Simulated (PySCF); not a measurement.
# UCCSDT/STO-6G run of BH2F− (SMILES [BH2-]F)

What is the vertical doublet–quartet gap of BH2F− at UCCSDT/STO-6G? Input form: a Python script.

The calculation is run with PySCF 2.14.0.

10 further runs of the same task are left out: 10 set aside as unsound or not needed.

## 1. Starting point

BH2F−: 4 atoms, total charge -1, spin state doublet. SMILES: `[BH2-]F`. The coordinates come from a GFN2-xTB relaxation.

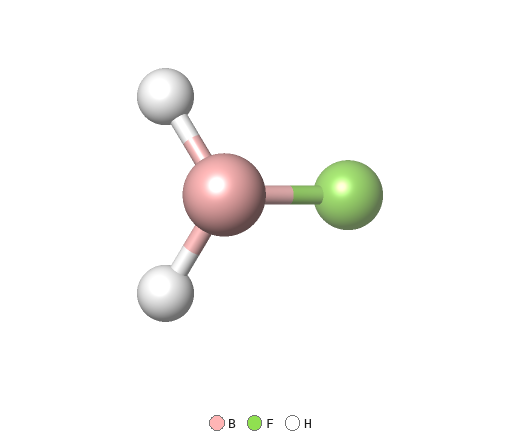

Viewed from a chosen angle; boron pink, fluorine green, hydrogen white.

## 2. A single-point energy at UCCSDT/STO-6G

File run.py:

```python
# [BH2-]F
from pyscf import gto, scf, cc

mol = gto.M(
    atom='B -0.086340 0.304430 0.102380; F 1.031910 -0.468820 0.732960; H -1.140340 -0.333670 0.256190; H 0.194760 0.498060 -1.091520',
    basis='sto-6g',
    verbose=3,
    spin=1,
    max_memory=1860,
    charge=-1,
)

mf = scf.UHF(mol)
mf.conv_tol = 1e-10
mf.kernel()
if not mf.converged:
    mf = mf.newton().run(mf.mo_coeff, mf.mo_occ)

mycc = cc.CCSDT(mf, frozen=2)
mycc.kernel()
e_final = mycc.e_tot
print('E(%s) = %.9f' % ('CCSDT', e_final))
```

Run with:

```bash
OMP_NUM_THREADS=1 python run.py
```

The program printed:

```text
converged SCF energy = -124.552846152519  <S^2> = 0.75498144  2S+1 = 2.0049753
_make_eris_incore_UCCSDT

WARN: A large `blksize_v_aaa` is being used, which may cause large memory consumption
      for storing contraction intermediates. If memory is sufficient, consider using
      `pyscf.cc.uccsdt_highm.UCCSDT` instead.

WARN: A large `blksize_v_aab` is being used, which may cause large memory consumption
      for storing contraction intermediates. If memory is sufficient, consider using
      `pyscf.cc.uccsdt_highm.UCCSDT` instead.

UCCSDT converged
E(UCCSDT) = -124.6162158565581   E_corr = -0.06336970403902902
E_corr(same-spin) = -0.0043848803701317
E_corr(oppo-spin) = -0.0589848236688973
E(CCSDT) = -124.616215857
```

Wall time 1.2 s (1 thread of Arm Neoverse V1, shared host); peak memory 0.1 GiB.

## 3. The quartet

File run.py:

```python
from pyscf import gto, cc

mol = gto.M(
    atom='''
B     -0.086340     0.304430     0.102380
F      1.031910    -0.468820     0.732960
H     -1.140340    -0.333670     0.256190
H      0.194760     0.498060    -1.091520
''',
    max_memory=1860,
    verbose=4,
    basis='sto-6g',
    charge=-1,
    spin=3,
)

mf = mol.UHF()
mf.conv_tol = 1e-10
mf.kernel()
if not mf.converged:
    mf = mf.newton().run(mf.mo_coeff, mf.mo_occ)

mycc = cc.CCSDT(mf, frozen=2)
mycc.kernel()
e_final = mycc.e_tot
print('Final energy', e_final)
```

Run with:

```bash
OMP_NUM_THREADS=1 python run.py
```

The program printed:

```text
PySCF version 2.14.0

[INPUT] num. atoms = 4
[INPUT] num. electrons = 17
[INPUT] charge = -1
[INPUT] spin (= nelec alpha-beta = 2S) = 3
[INPUT] symmetry False subgroup None
[INPUT] Mole.unit = angstrom
[INPUT] Symbol           X                Y                Z      unit          X                Y                Z       unit  Magmom
[INPUT]  1 B     -0.086340000000   0.304430000000   0.102380000000 AA   -0.163158953595   0.575289324101   0.193470160633 Bohr   0.0
[INPUT]  2 F      1.031910000000  -0.468820000000   0.732960000000 AA    1.950027285200  -0.885941401719   1.385093660261 Bohr   0.0
[INPUT]  3 H     -1.140340000000  -0.333670000000   0.256190000000 AA   -2.154930288887  -0.630544915984   0.484128935852 Bohr   0.0
[INPUT]  4 H      0.194760000000   0.498060000000  -1.091520000000 AA    0.368043060020   0.941196993601  -2.062673859485 Bohr   0.0

nuclear repulsion = 24.6815915875862
number of shells = 8
number of NR pGTOs = 72
number of NR cGTOs = 12
basis = sto-6g
ecp = {}

******** <class 'pyscf.scf.uhf.UHF'> ********
method = UHF
initial guess = minao
damping factor = 0
level_shift factor = 0
DIIS = <class 'pyscf.scf.diis.CDIIS'>
diis_start_cycle = 1
diis_space = 8
diis_damp = 0
SCF conv_tol = 1e-10
SCF conv_tol_grad = None
SCF max_cycles = 50
direct_scf = True
direct_scf_tol = 1e-13
number electrons alpha = 10  beta = 7
Set gradient conv threshold to 1e-05
init E= -124.336433035746
[... the frontier-level lines of each cycle are left out ...]


cycle= 1 E= -123.869372322309  delta_E= 0.467  |g|= 0.293  |ddm|= 2.19


[... 4 lines left out ...]
[... 46 lines left out ...]
converged SCF energy = -124.120326471818  <S^2> = 3.7597816  2S+1 = 4.0048878
[... 17 lines left out ...]
WARN: A large `blksize_v_aaa` is being used, which may cause large memory consumption
[... 3 lines left out ...]
WARN: A large `blksize_v_aab` is being used, which may cause large memory consumption
[... 10 lines left out ...]
Init t2, MP2 energy = -0.0238857291884492
[... 23 lines left out ...]
UCCSDT converged
[... 3 lines left out ...]
Final energy -124.15999700745863
```

Run time: 1.4 s. Hardware: 1 thread of Arm Neoverse V1, shared host; peak memory 0.12 GiB.

## 4. Results

Level: UCCSDT/STO-6G, 2 core orbitals frozen.

| quantity | value |
| --- | --- |
| doublet: total energy | -124.61622 Eh |
| doublet: HOMO energy (Hartree–Fock orbitals) (highest over α and β) | 3.21 eV |
| doublet: LUMO energy (Hartree–Fock orbitals) (lowest over α and β) | 19.21 eV |
| doublet: correlation energy (2 core orbitals frozen) | -63.4 mEh |
| doublet: ⟨S²⟩ of the reference determinant | 0.755 |
| doublet: T1 diagnostic | 0.010 |
| quartet: total energy | -124.16000 Eh |
| quartet: HOMO energy (Hartree–Fock orbitals) (highest over α and β) | 11.92 eV |
| quartet: LUMO energy (Hartree–Fock orbitals) (lowest over α and β) | 15.11 eV |
| quartet: correlation energy (2 core orbitals frozen) | -39.7 mEh |
| quartet: ⟨S²⟩ of the reference determinant | 3.760 |
| quartet: T1 diagnostic | 0.016 |
| vertical energy of the quartet above the doublet | 12.414 eV |

What this shows: At this shape the quartet lies 12.41 eV (1198 kJ/mol) above the doublet. For an anion a state so high probably lies above electron detachment. In a minimal basis such a difference can be off by several eV, whatever the method. Mulliken charges (doublet) of the mean-field density run from -0.38 on F2 to -0.10 on B1. The HOMO (doublet) lies at positive energy, 3.21 eV: the electron is unbound at this level or held by a compact basis; values depend on the basis. The HOMO (quartet) lies at positive energy, 11.92 eV: the electron is unbound at this level or held by a compact basis; values depend on the basis.
